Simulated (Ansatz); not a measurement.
# [B(OH)4]- (BH4O4−): a spread of methods and bases

Aim: run [B(OH)4]- (BH4O4−) under a spread of inputs, and see what each costs and gives.

Computed with Ansatz 0.2.0, Gaussian basis. Level: the settings change from run to run.

## (1) The molecule

The geometry comes from an earlier relaxation with r2SCAN-D4/def2-SVPD; it is a stationary point, not always the lowest conformer.

9 atoms, charge -1, spin multiplicity 1.

Atoms are counted from 1 here; the program's logs count them from 0.

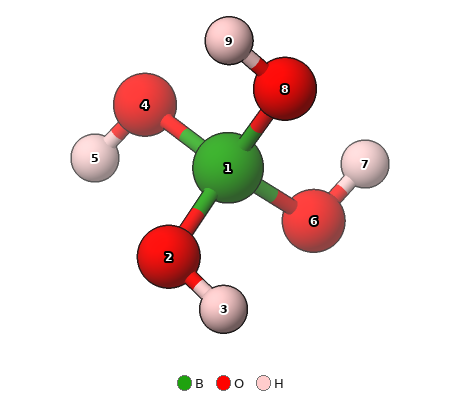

The structure; boron green, oxygen red, hydrogen pink; atoms are numbered from 1 in the order of the file.

Geometry (Å):

```csv
atom,x (Å),y (Å),z (Å)
B1,0.0014,0.0002,-0.0015
O2,0.0114,0.0461,1.4812
H3,-0.8692,0.3293,1.7465
O4,1.4171,-0.0188,-0.4433
H5,1.8863,0.5921,0.1335
O6,-0.7746,1.1755,-0.4662
H7,-1.0108,0.9966,-1.3817
O8,-0.6490,-1.2020,-0.5769
H9,-0.0126,-1.9188,-0.4916
```

## (2) HSE06/def2-SVPD

This run has the search for lower states set to light.

in.yaml reads:

```yaml
crystal:
  periodic: [false, false, false]
  atoms:
    - {symbol: B, position_ang: [0.001386, 0.000204, -0.001533]}
    - {symbol: O, position_ang: [0.011375, 0.046087, 1.481167]}
    - {symbol: H, position_ang: [-0.869208, 0.329293, 1.746535]}
    - {symbol: O, position_ang: [1.417098, -0.018850, -0.443262]}
    - {symbol: H, position_ang: [1.886309, 0.592052, 0.133532]}
    - {symbol: O, position_ang: [-0.774645, 1.175530, -0.466184]}
    - {symbol: H, position_ang: [-1.010750, 0.996564, -1.381729]}
    - {symbol: O, position_ang: [-0.648960, -1.202046, -0.576949]}
    - {symbol: H, position_ang: [-0.012594, -1.918844, -0.491568]}
basis:
  gaussian: {orbitals: def2-SVPD}
total_charge: -1
hamiltonian: {xc: {name: HSE06}}
scf: {lower_state_search: light}
```

Launch:

```
> ansatz run in.yaml --threads 2 --pin off --events-out ev --progress --plain --max-ram 4352MiB
```

Output:

```text
Functional definition: HSE06
  name "HSE06"
  cite "Heyd, Scuseria & Ernzerhof, J. Chem. Phys. 118, 8207 (2003) doi:10.1063/1.1564060"
  cite "Krukau, Vydrov, Izmaylov & Scuseria, J. Chem. Phys. 125, 224106 (2006) doi:10.1063/1.2404663"
  cite "Heyd & Scuseria, J. Chem. Phys. 120, 7274 (2004) doi:10.1063/1.1668634"
  cite "Ernzerhof & Perdew, J. Chem. Phys. 109, 3313 (1998) doi:10.1063/1.476928"
  cite "Perdew, Burke & Ernzerhof, Phys. Rev. Lett. 77, 3865 (1996) doi:10.1103/PhysRevLett.77.3865"
  parent pbe
  parameter a = 0.25
  parameter omega = 0.11/bohr
  # The whole range is PBE's own exchange, as in plane waves. The composition of these papers is wPBEh.
  exchange = pbe_x - a*pbe_x_sr(omega) + a*exact_x_sr(omega)
  correlation = pbe_c
1155 factors; their error is unknown
160 factors; integrals over basis functions are off by at most 3.6e-7 eV
mean field evaluation 1: about -8914.2158 eV, gradient 5.5e1 eV
mean field evaluation 2: about -8904.3645 eV, gradient 9.1e1 eV
mean field evaluation 4: about -8919.5063 eV, gradient 1.7e0 eV
mean field evaluation 8: about -8919.5330 eV, gradient 3.4e-2 eV
mean field -8919.53297945 eV, -327.7867911181 hartree, gradient 3.8e-5 eV, S^2 0.000000; 0 other end points of the search recorded, 0 dependent functions left out
reference -8919.53302492 eV, -327.7867927893 hartree; 21, 21 occupied and 123, 123 virtual orbitals, 1155 factors
Total energy: -8919.53302492 eV, -327.7867927893 hartree
```

Wall time 1.8 s (2 threads of Arm Neoverse V2, shared host).

## (3) wB97X/cc-pVTZ

Options: charge 0, multiplicity 2, restricted open-shell orbitals.

Edit in.yaml of step 2 so:

```diff
@@ -13,5 +13,5 @@
 basis:
-  gaussian: {orbitals: def2-SVPD}
-total_charge: -1
-hamiltonian: {xc: {name: HSE06}}
-scf: {lower_state_search: light}
+  gaussian: {orbitals: cc-pVTZ}
+magnetization: {spin_polarized: false, initial_magnetization: 1}
+hamiltonian: {xc: {name: wB97X}}
+output: {forces: true}
```

Launched as before.

Output (excerpt; [...] marks lines left out):

```text
Functional definition: wB97X
  name "wB97X"
  cite "Chai & Head-Gordon, J. Chem. Phys. 128, 084106 (2008) doi:10.1063/1.2834918"
  cite "Becke, J. Chem. Phys. 107, 8554 (1997) doi:10.1063/1.475007"
[...]
  # The coefficients of nought are those of the uniform gas.
[...]
      + exact_x_lr(omega)
[...]
      + integral(e_c_pw_opposite_spin*poly(b97_u_opposite, 1, cos1, cos2, cos3, cos4))
1120 factors; their error is unknown
231 factors; integrals over basis functions are off by at most 5.1e-6 eV
[...]
mean field -8931.80309564 eV, -328.2377095711 hartree, gradient 3.0e-5 eV, S^2 0.750000; 6 other end points of the search recorded, 0 dependent functions left out
[...]
reference -8931.80306775 eV, -328.2377085463 hartree; 21, 20 occupied and 185, 186 virtual orbitals, 1120 factors
Total energy: -8931.80306775 eV, -328.2377085463 hartree
Atom 0 at     0.001386     0.000204    -0.001533 Å, force     0.020580     0.009553     0.004532 eV/Å
Atom 1 at     0.011375     0.046087     1.481167 Å, force    -0.247064    -0.168891    -0.979103 eV/Å
Atom 2 at    -0.869208     0.329293     1.746535 Å, force    -0.067268    -0.217492     0.174207 eV/Å
Atom 3 at     1.417098    -0.018850    -0.443262 Å, force    -1.248772     0.831975     0.091200 eV/Å
Atom 4 at     1.886309     0.592052     0.133532 Å, force     0.340970    -0.248354     0.108111 eV/Å
Atom 5 at    -0.774645     1.175530    -0.466184 Å, force     1.273478    -0.760396    -0.152907 eV/Å
Atom 6 at    -1.010750     0.996564    -1.381729 Å, force    -0.415005     0.097734     0.008488 eV/Å
Atom 7 at    -0.648960    -1.202046    -0.576949 Å, force     0.499802     0.639444     0.608239 eV/Å
Atom 8 at    -0.012594    -1.918844    -0.491568 Å, force    -0.156721    -0.183574     0.137234 eV/Å
Dipole moment:    -0.009877    -0.009276     0.009346 e Å
```

Wall time 38 s (2 threads of Arm Neoverse V2, shared host); peak memory 0.89 GiB.

Largest force 1.503 eV/Å, dipole 0.08 D.

## (4) BLYP/6-31G

Set apart from the defaults: charge 0, multiplicity 2, density fitting with def2-universal-jkfit, relativity set to none.

Edit in.yaml of step 3 so:

```diff
@@ -13,5 +13,5 @@
 basis:
-  gaussian: {orbitals: cc-pVTZ}
-magnetization: {spin_polarized: false, initial_magnetization: 1}
-hamiltonian: {xc: {name: wB97X}}
-output: {forces: true}
+  gaussian: {orbitals: 6-31G, fitting: {mean_field: def2-universal-jkfit}}
+magnetization: {spin_polarized: true, initial_magnetization: 1}
+hamiltonian: {xc: {name: BLYP}, pseudopotentials: {relativity: none}}
+scf: {omitted_lower_state_checks: [starts]}
```

Same command.

Output (excerpt; [...] marks lines left out):

```text
Functional definition: BLYP
  name "BLYP"
  cite "Becke, Phys. Rev. A 38, 3098 (1988) doi:10.1103/PhysRevA.38.3098"
  cite "Lee, Yang & Parr, Phys. Rev. B 37, 785 (1988) doi:10.1103/PhysRevB.37.785"
[...]
455 factors; integrals over basis functions are off by at most 2.0e-2 eV
[...]
mean field -8926.61695758 eV, -328.0471225127 hartree, gradient 6.3e-5 eV, S^2 0.751636; 0 other end points of the search recorded, 0 dependent functions left out
reference -8926.61719981 eV, -328.0471314147 hartree; 21, 20 occupied and 32, 33 virtual orbitals, 455 factors
Total energy: -8926.61719981 eV, -328.0471314147 hartree
Checks for a lower state left out: starts
```

Wall time 1.1 s (2 threads of Arm Neoverse V2, shared host).

⟨S²⟩ 0.752.

## (5) BLYP/def2-mTZVP

Set apart from the defaults: atoms shaken by 0.08 Å, D4 dispersion, relativity set to scalar.

in.yaml reads:

```yaml
crystal:
  periodic: [false, false, false]
  atoms:
    - {symbol: B, position_ang: [-0.059146, 0.020554, 0.094790]}
    - {symbol: O, position_ang: [-0.160476, 0.150167, 1.459255]}
    - {symbol: H, position_ang: [-0.942371, 0.270890, 1.818575]}
    - {symbol: O, position_ang: [1.517671, -0.001672, -0.365727]}
    - {symbol: H, position_ang: [1.879195, 0.611888, 0.173670]}
    - {symbol: O, position_ang: [-0.710124, 1.060311, -0.306034]}
    - {symbol: H, position_ang: [-1.037663, 0.960600, -1.431928]}
    - {symbol: O, position_ang: [-0.686714, -1.174788, -0.522951]}
    - {symbol: H, position_ang: [0.028492, -1.860363, -0.455806]}
basis:
  gaussian: {orbitals: def2-mTZVP}
total_charge: -1
hamiltonian: {xc: {name: BLYP}, dispersion: d4, pseudopotentials: {relativity: scalar}}
scf: {omitted_lower_state_checks: [starts]}
output: {forces: true}
```

Same command.

Output (excerpt; [...] marks lines left out):

```text
Functional definition: BLYP
  name "BLYP"
  cite "Becke, Phys. Rev. A 38, 3098 (1988) doi:10.1103/PhysRevA.38.3098"
  cite "Lee, Yang & Parr, Phys. Rev. B 37, 785 (1988) doi:10.1103/PhysRevB.37.785"
[...]
958 factors; their error is unknown
[...]
mean field -8940.12746274 eV, -328.5436244198 hartree, gradient 4.4e-5 eV, S^2 0.000000; 0 other end points of the search recorded, 0 dependent functions left out
[...]
reference -8940.12779854 eV, -328.5436367602 hartree; 21, 21 occupied and 106, 106 virtual orbitals, 958 factors
Total energy: -8940.49115242 eV, -328.5569897688 hartree
Relativity: scalar
Atom 0 at    -0.059146     0.020554     0.094790 Å, force     3.168051    -4.469663    -1.199138 eV/Å
Atom 1 at    -0.160476     0.150167     1.459255 Å, force     7.825291    -1.894309     2.073972 eV/Å
Atom 2 at    -0.942371     0.270890     1.818575 Å, force    -6.468633     1.009003     2.380319 eV/Å
Atom 3 at     1.517671    -0.001672    -0.365727 Å, force    -3.276376    -3.758390    -2.442456 eV/Å
Atom 4 at     1.879195     0.611888     0.173670 Å, force     2.295097     3.549565     3.107738 eV/Å
Atom 5 at    -0.710124     1.060311    -0.306034 Å, force    -5.358169     6.717750    -7.931275 eV/Å
Atom 6 at    -1.037663     0.960600    -1.431928 Å, force     1.455549     0.311026     4.246004 eV/Å
Atom 7 at    -0.686714    -1.174788    -0.522951 Å, force     1.011811    -1.665485    -0.040137 eV/Å
Atom 8 at     0.028492    -1.860363    -0.455806 Å, force    -0.652622     0.200502    -0.195027 eV/Å
Dipole moment:    -0.216186     0.093032     0.134327 e Å
Checks for a lower state left out: starts
```

Run time: 1.7 s. Hardware: 2 threads of Arm Neoverse V2, shared host.

Largest force 11.694 eV/Å.

## (6) All runs side by side

```
          level  charge  multiplicity  geometry  functions  energy (eV)   time
HSE06/def2-SVPD      -1             1   relaxed        144    -8919.533  1.8 s
  wB97X/cc-pVTZ       0             2   relaxed        206    -8931.803   38 s
     BLYP/6-31G       0             2   relaxed         53    -8926.617  1.1 s
BLYP/def2-mTZVP      -1             1    shaken        127    -8940.491  1.7 s
```

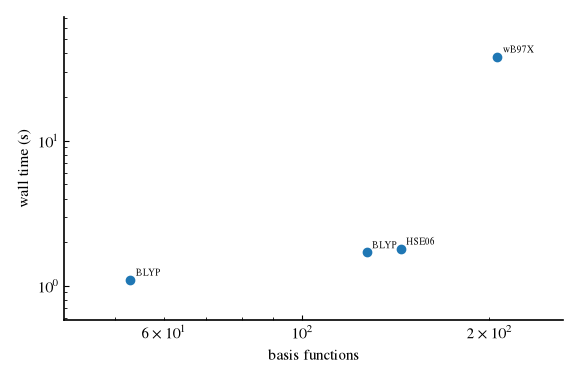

Wall time against the number of basis functions (shared host).

## (7) Outcome

| quantity | value |
| --- | --- |
| runs | 4 |
| quickest | BLYP/6-31G, 1.1 s |
| slowest | wB97X/cc-pVTZ, 38 s |

In words: The runs differ in state or geometry as well as level, so their energies can't be set against each other. wB97X/cc-pVTZ took 35 times as long as BLYP/6-31G. The jobs differ in tasks and options as well as level.
